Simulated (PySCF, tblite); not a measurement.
# C₅H₄F₂Si: geometry, infrared bands and NMR shifts

Wanted: the infrared bands and NMR shifts of C₅H₄F₂Si (`C#C[Si](F)(F)C#CC`), by calculation.

Computed with tblite 0.8.0 and PySCF 2.14.0, with density-fitted response routines of our own, on a single molecule in the gas phase. Atoms count from 0, in the outputs and in this text.

## (1) The molecule as given

12 atoms, charge 0, multiplicity 1; geometry from: force field or distance geometry start.

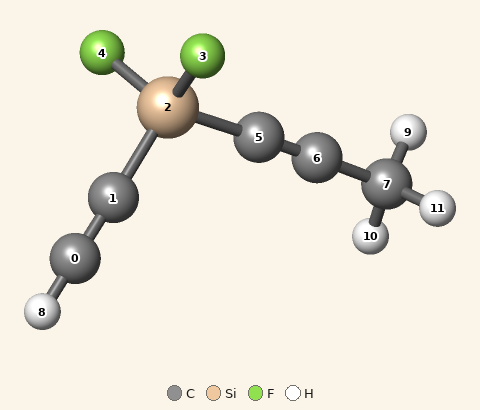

The starting geometry (carbon grey, silicon light orange, fluorine green, hydrogen white), atoms numbered.

## (2) Relaxing the molecule with GFN2-xTB

Job settings and geometry (Å):

```
{"job": {"kind": "relax", "xc": "GFN2-xTB", "basis": "xTB"}, "charge": 0, "multiplicity": 1}
C      3.277200    -1.283500     0.170300
C      2.497300    -0.326300     0.121500
Si     1.379700     1.089900     0.056800
F      1.688300     1.964000    -1.367000
F      1.633300     1.984500     1.468000
C     -0.371100     0.515600    -0.041200
C     -1.499500     0.125800    -0.089400
C     -2.859700    -0.372100    -0.135800
H      3.938500    -2.118500     0.223600
H     -3.557000     0.434600     0.165800
H     -3.006800    -1.241800     0.560100
H     -3.118800    -0.772800    -1.158900
```

Launch:

```console
OMP_NUM_THREADS=1 python probes_run.py task.json out
```

The driver reads the jobs from task.json and runs them one after another.

Log:

```text
step      E/eV     max force
  0    -650.38157    4.258
  1    -650.24413   10.259
  2    -650.66703    1.220
  3    -650.67741    3.054
  4    -650.74170    0.866
  5    -650.76953    0.477
  6    -650.78621    0.586
  7    -650.79276    0.276
  8    -650.80061    0.333
  9    -650.80647    0.362
 10    -650.81018    0.263
 11    -650.81206    0.131
 12    -650.81395    0.230
 13    -650.81578    0.257
 14    -650.81671    0.132
 15    -650.81695    0.048
 16    -650.81703    0.040
 17    -650.81716    0.077
 18    -650.81733    0.091
 19    -650.81746    0.056
 20    -650.81751    0.015
 21    -650.81752    0.013
 22    -650.81755    0.026
 23    -650.81758    0.036
 24    -650.81764    0.036
 25    -650.81770    0.025
 26    -650.81775    0.021
 27    -650.81779    0.026
 28    -650.81783    0.024
 29    -650.81786    0.016
 30    -650.81789    0.014
 31    -650.81790    0.016
 32    -650.81792    0.015
 33    -650.81795    0.017
 34    -650.81799    0.019
 35    -650.81803    0.019
 36    -650.81807    0.021
 37    -650.81810    0.017
 38    -650.81813    0.016
 39    -650.81817    0.024
 40    -650.81821    0.027
 41    -650.81823    0.016
 42    -650.81825    0.012
 43    -650.81827    0.018
 44    -650.81830    0.032
 45    -650.81834    0.036
 46    -650.81837    0.022
 47    -650.81840    0.016
 48    -650.81843    0.026
 49    -650.81849    0.053
 50    -650.81857    0.071
 51    -650.81866    0.061
 52    -650.81872    0.027
 53    -650.81874    0.008
```

Run time: 0.49 s. Hardware: 1 thread of Arm Neoverse N1, shared host.

Along the way: (not every step is listed) (the energy doesn't fall at every step)

```csv
step,energy from step 0 (eV),largest force (eV/Å)
0,0.0000,4.2577
1,0.1374,10.2593
2,-0.2855,1.2199
3,-0.2958,3.0541
4,-0.3601,0.8658
5,-0.3880,0.4771
6,-0.4046,0.5859
7,-0.4112,0.2757
8,-0.4190,0.3335
12,-0.4324,0.2305
16,-0.4355,0.0399
20,-0.4359,0.0148
24,-0.4361,0.0359
28,-0.4363,0.0241
32,-0.4363,0.0149
36,-0.4365,0.0215
40,-0.4366,0.0270
44,-0.4367,0.0323
48,-0.4369,0.0257
49,-0.4369,0.0526
50,-0.4370,0.0712
51,-0.4371,0.0612
52,-0.4371,0.0273
53,-0.4372,0.0082
```

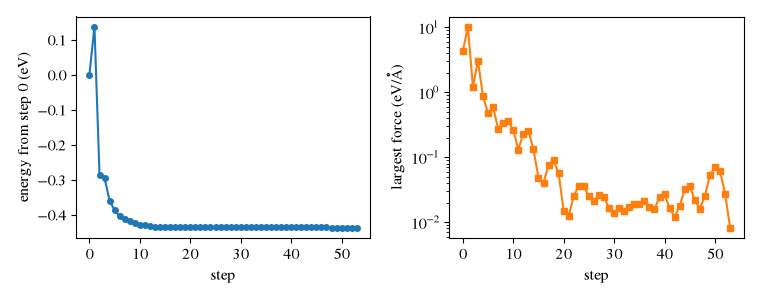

Energy and largest force along the relaxation.

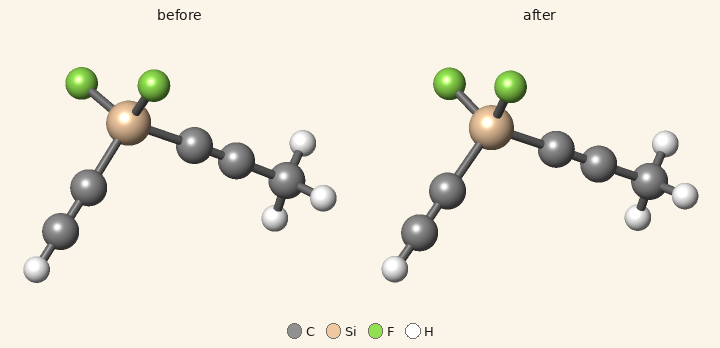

Before and after, at one scale.

Distances of close pairs at the start and the end, largest changes first:

```csv
bond,before (Å),after (Å),change (Å)
Si2–F3,1.699,1.601,-0.098
Si2–F4,1.690,1.601,-0.089
C7–H11,1.129,1.090,-0.039
C1–Si2,1.805,1.841,+0.035
C0–C1,1.236,1.201,-0.035
C7–H10,1.124,1.090,-0.034
C7–H9,1.108,1.090,-0.018
C0–H8,1.066,1.052,-0.015
```

The end geometry stands in the next job.

## (3) Infrared spectrum with GFN2-xTB

Job settings and geometry (Å):

```
{"job": {"kind": "ir", "xc": "GFN2-xTB", "basis": "xTB"}, "charge": 0, "multiplicity": 1}
C      3.345193    -1.279449     0.172979
C      2.565756    -0.366676     0.127615
Si     1.354239     1.016779     0.047764
F      1.698936     1.964042    -1.196120
F      1.585144     2.003307     1.287427
C     -0.388690     0.459682    -0.028890
C     -1.531372     0.079756    -0.075083
C     -2.901126    -0.365288    -0.132624
H      4.033936    -2.073412     0.213286
H     -3.568412     0.451064     0.142403
H     -3.051278    -1.194699     0.558047
H     -3.141129    -0.695792    -1.142831
```

Log:

```text
mode    cm-1     km/mol
  1     -17.6      0.02
  2      57.5      0.51
  3      83.6      0.01
  4     117.6      0.28
  5     142.9      4.81
  6     213.5     11.27
  7     221.8      5.19
  8     262.4     62.95
  9     292.5     44.39
 10     299.2     21.18
 11     328.7     17.44
 12     334.1     21.51
 13     524.4     29.56
 14     681.1     12.55
 15     684.6     20.90
 16     722.1    246.73
 17     848.2    300.84
 18     862.5    276.40
 19    1012.5      6.53
 20    1013.0      8.02
 21    1129.4     17.29
 22    1381.2      4.67
 23    1441.4      8.90
 24    1441.6      8.37
 25    2223.8     65.09
 26    2334.7    311.06
 27    3007.5     13.63
 28    3008.4     13.11
 29    3013.9     15.66
 30    3364.4      0.12
```

Run time: 0.58 s. Hardware: 1 thread of Arm Neoverse N1, shared host.

Which atoms move in the most intense modes:

```csv
cm⁻¹,km/mol,atoms
262,63.0,"C6 18 %, F4 16 %, F3 16 %, Si2 13 %"
292,44.4,"C1 58 %, C6 10 %"
524,29.6,"C7 20 %, Si2 17 %, F4 12 %, F3 12 %"
722,246.7,"Si2 51 %, C0 18 %, C1 11 %"
848,300.8,"Si2 46 %, F4 24 %, F3 23 %"
862,276.4,"Si2 46 %, F3 27 %, F4 27 %"
2224,65.1,"C1 57 %, C0 34 %"
2335,311.1,"C6 52 %, C5 47 %"
```

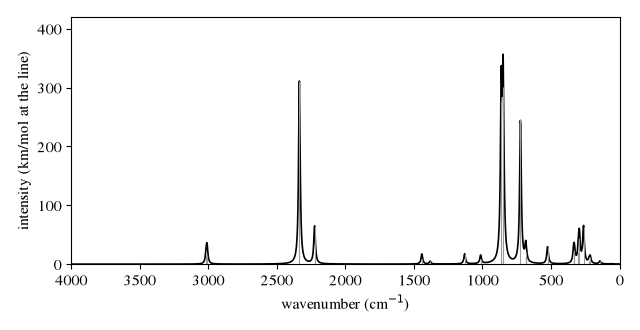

The infrared spectrum from these modes, unscaled. Lines are broadened to a width of 14 cm⁻¹ (Lorentzian).

## (4) Shielding tensors: PBE0/pcSseg-1

Settings changed since step 3:

```diff
@@ -1,2 +1,2 @@
-{"job": {"kind": "ir", "xc": "GFN2-xTB", "basis": "xTB"}, "charge": 0, "multiplicity": 1}
+{"job": {"kind": "nmr", "xc": "PBE0", "basis": "pcSseg-1"}, "charge": 0, "multiplicity": 1}
 C      3.345193    -1.279449     0.172979
```

Method: GIAO PBE0/pcSseg-1 NMR shielding, non-relativistic, gas phase.

Log:

```text
coarse grid: 11712 points
cycle   1  E = -681.3610810088  dE =  9.697e-01  |g| = 8.175e-01  |ddm| = 3.834e+00
cycle   2  E = -681.2959676595  dE =  6.511e-02  |g| = 1.092e+00  |ddm| = 1.337e+00
cycle   3  E = -681.4815251256  dE = -1.856e-01  |g| = 1.113e-01  |ddm| = 7.310e-01
cycle   4  E = -681.4839600436  dE = -2.435e-03  |g| = 3.251e-02  |ddm| = 1.184e-01
cycle   5  E = -681.4840485405  dE = -8.850e-05  |g| = 2.734e-02  |ddm| = 4.097e-02
cycle   6  E = -681.4842319059  dE = -1.834e-04  |g| = 2.308e-03  |ddm| = 1.909e-02
cycle   7  E = -681.4842325697  dE = -6.638e-07  |g| = 1.496e-03  |ddm| = 2.556e-03
final grid: 112664 points
cycle   8  E = -681.5442934483  dE = -3.167e-05  |g| = 6.001e-03  |ddm| = 4.023e-02
cycle   9  E = -681.5442821205  dE =  1.133e-05  |g| = 8.993e-03  |ddm| = 1.191e-02
cycle  10  E = -681.5443016986  dE = -1.958e-05  |g| = 2.301e-03  |ddm| = 6.840e-03
cycle  11  E = -681.5443030110  dE = -1.312e-06  |g| = 1.800e-04  |ddm| = 1.736e-03
cycle  12  E = -681.5443030146  dE = -3.671e-09  |g| = 1.211e-04  |ddm| = 2.187e-04
cycle  13  E = -681.5443030177  dE = -3.105e-09  |g| = 4.800e-05  |ddm| = 1.087e-04
cycle  14  E = -681.5443030182  dE = -5.136e-10  |g| = 1.241e-05  |ddm| = 3.686e-05
converged SCF energy = -681.5443030182

GIAO shielding tensors (ppm)
atom      isotropic    diamagn.    paramagn.     s11        s22        s33       span
  0 C       86.943     259.355    -172.413      0.961      3.180    256.688    255.727
  1 C      102.306     260.643    -158.337      7.795      9.417    289.707    281.913
  2 Si     421.759     878.019    -456.260    407.428    426.314    431.535     24.107
  3 F      310.339     468.032    -157.692    244.532    318.639    367.847    123.315
  4 F      310.433     468.049    -157.616    244.529    318.775    367.996    123.467
  5 C      106.472     259.902    -153.429     23.864     24.305    271.248    247.383
  6 C       75.103     272.138    -197.034    -24.220    -22.159    271.688    295.909
  7 C      181.493     251.694     -70.201    172.704    172.748    199.027     26.323
  8 H       29.895      32.548      -2.653     24.754     24.808     40.123     15.369
  9 H       29.591      26.654       2.936     24.556     27.714     36.502     11.946
 10 H       29.610      28.875       0.735     24.620     27.930     36.281     11.661
 11 H       29.601      28.154       1.447     24.614     27.836     36.353     11.739
```

Run time: 46 s. Hardware: 1 thread of Arm Neoverse N1, shared host; peak memory 0.73 GiB.

The references, computed at this level on geometries of the same kind, shield at (ppm): 1H TMS 31.72, 13C TMS 186.9, 29Si TMS 349.2, 19F CFCl3 170.9. Their shielding less the atom's gives the shift. The references are single molecules in the gas phase, so shifts against H2O, NH3, PH3, H3PO4 or CFCl3 are not on the usual liquid scales and can be off by tens of ppm. Atoms listed in one row are averaged.

```csv
atoms,environment,σ (ppm),δ (ppm),δ scaled to CDCl3
C6,alkyne carbon,75.1,111.8,107.2
C0,terminal alkyne carbon,86.9,100.0,95.7
C1,alkyne carbon,102.3,84.6,80.7
C5,alkyne carbon,106.5,80.5,76.6
C7,propargylic methyl carbon,181.5,5.4,3.4
"H9, H10, H11",hydrogen on a propargylic methyl carbon,29.60,2.12,2.10
H8,hydrogen on a terminal alkyne carbon,29.90,1.82,1.82
Si2,"silicon bonded to 2 C, 2 F",421.8,-72.6,–
"F3, F4",fluorine bonded to Si,310.4,-139.4,–
```

The scaled column applies a straight-line fit of computed shieldings to shifts measured in CDCl3, and one for carbons that bear F (root-mean-square error 0.16 ppm for H, 1.9 ppm for C).

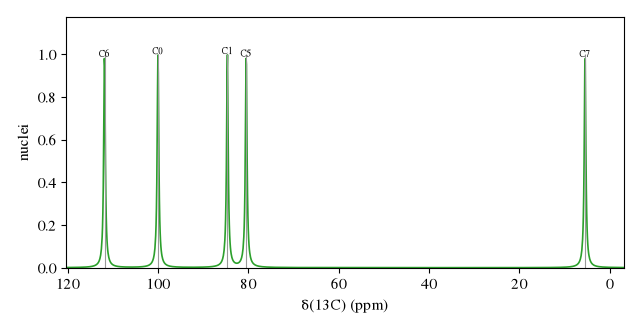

13C lines at the computed shifts, without couplings. Lines are broadened to a width of 0.43 ppm (Lorentzian).

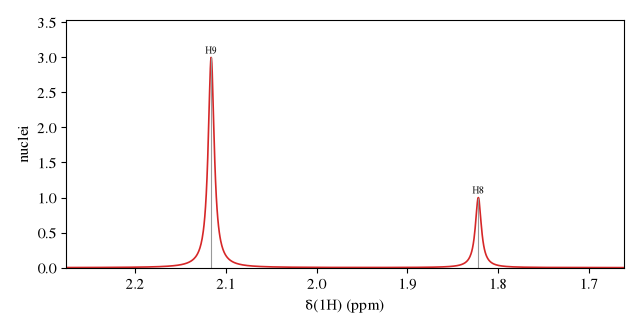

1H lines at the computed shifts, without couplings. Lines are broadened to a width of 0.01 ppm (Lorentzian).

Charges from the same density, by scheme (e):

```csv
atoms,Mulliken,IAO,Hirshfeld,ESP fit
C0,-0.12,-0.14,-0.05,-0.17
C1,-0.22,-0.37,-0.15,-0.40
Si2,1.24,1.61,0.54,1.31
"F3, F4",-0.40,-0.52,-0.19,-0.36
C5,-0.48,-0.43,-0.19,-0.69
C6,-0.03,0.06,0.01,0.38
C7,-0.16,-0.44,-0.09,-0.58
```

Hirshfeld charges:

```csv
atom,value (e)
C0,-0.05
C1,-0.15
Si2,0.54
F3,-0.19
F4,-0.19
C5,-0.19
C6,0.01
C7,-0.09
H8,0.11
H9,0.07
H10,0.07
H11,0.07
```

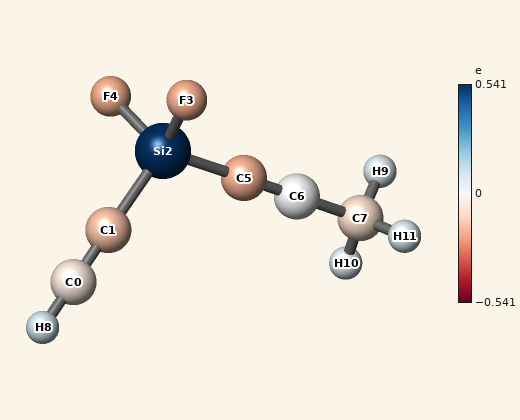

Hirshfeld charges, as colours on the atoms.

Mayer bond orders: C0–C1 2.53, C1–Si2 0.92, Si2–F3 0.99, Si2–F4 0.99, Si2–C5 1.02, C5–C6 2.47, C6–C7 1.18.

The fields below are evaluated on a grid from the run's orbitals.

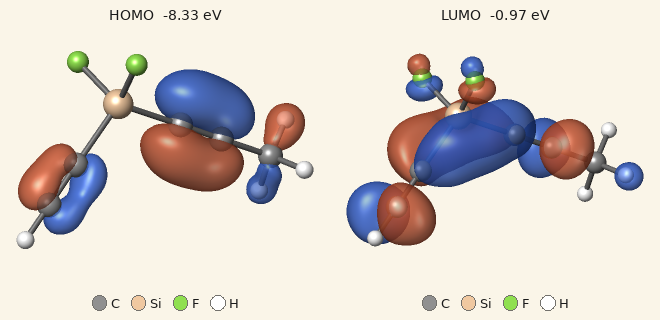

PBE0/pcSseg-1 orbitals near the gap, drawn at the value that encloses 70 % of each; the two colours are the two signs.

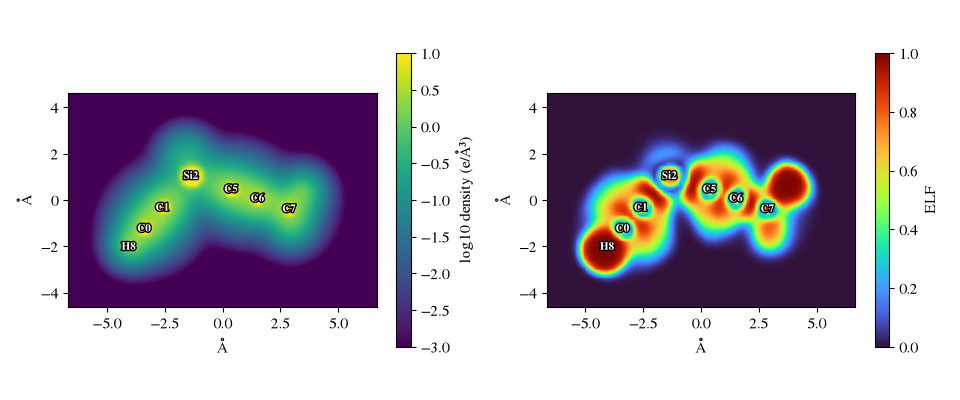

Density (left) and ELF (right) in a plane through or near 7 of the atoms.

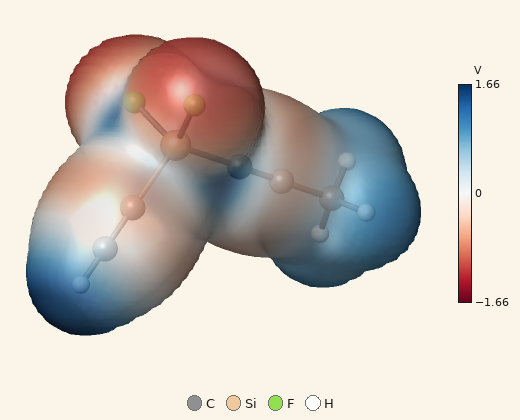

Electrostatic potential on the surface of density 0.002 e/bohr³; red is low, blue high. It runs from -1.09 V near F3 to 1.66 V near H8.

## (5) Summary of results

| quantity | value |
| --- | --- |
| strongest single infrared mode (GFN2-xTB) | 2335 cm⁻¹, 311 km/mol |
| zero-point energy (GFN2-xTB) | 44.4 kcal/mol |
| 13C shifts against TMS (PBE0/pcSseg-1) | 111.8, 100.0, 84.6, 80.5, 5.4 ppm |
| 1H shifts against TMS (PBE0/pcSseg-1, means over atoms taken as alike) | 2.12, 1.82 ppm |
| 29Si shifts against TMS (PBE0/pcSseg-1) | -72.6 ppm |
| 19F shifts against CFCl3 (PBE0/pcSseg-1, means over atoms taken as alike) | -139.4 ppm |
| surface potential, least and greatest | -1.09 V and 1.66 V |

What this shows: Over 53 steps the energy fell by 0.437 eV; of the close pairs, Si2–F3 changed most, 1.699 to 1.601 Å. The lowest mode is slightly imaginary (18i cm⁻¹), a soft motion within the noise of the Hessian, so the minimum is not strictly shown. The strongest single mode, at 2335 cm⁻¹, moves mainly C6 and C5. Unscaled tight-binding wavenumbers are off by several per cent, some by more. Its intensities can rank the bands wrongly. By nearest atom (PBE0/pcSseg-1), the HOMO sits on C5 41 %; C6 32 % and the LUMO on Si2 19 %; C0, C1, C6 about 16 % each.
